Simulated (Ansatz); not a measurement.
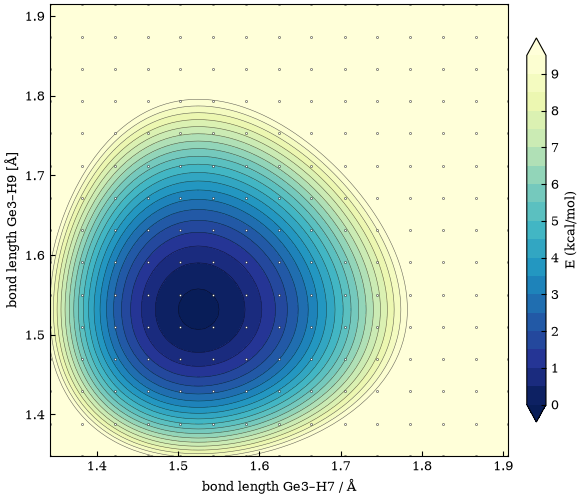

CH6GeS, SMILES C[S][GeH3]. First axis: bond length Ge3–H7. Second axis: bond length Ge3–H9. Nothing is relaxed (all other coordinates rigid). The grid has 15 × 15 points. Energies: kcal/mol, counted from the lowest grid point. Theory: Ansatz, RKS r2SCAN0-D4/def2-TZVP.

The picture shows filled contours, dots at the grid points, one colour for all values above the top of the scale. Between grid points the surface is interpolated.

### Estimate the position of the minimum and the force constants in these coordinates.

The interpolated minimum is at bond length Ge3–H7 ≈ 1.525 Å, bond length Ge3–H9 ≈ 1.532 Å. The curvatures there are about 18 eV/Å² and 17 eV/Å², with a cross term of about 0 eV/Å². Round the minimum the contours are nearly round: the two directions are equally stiff and uncoupled. (1 eV is 23.1 kcal/mol.)
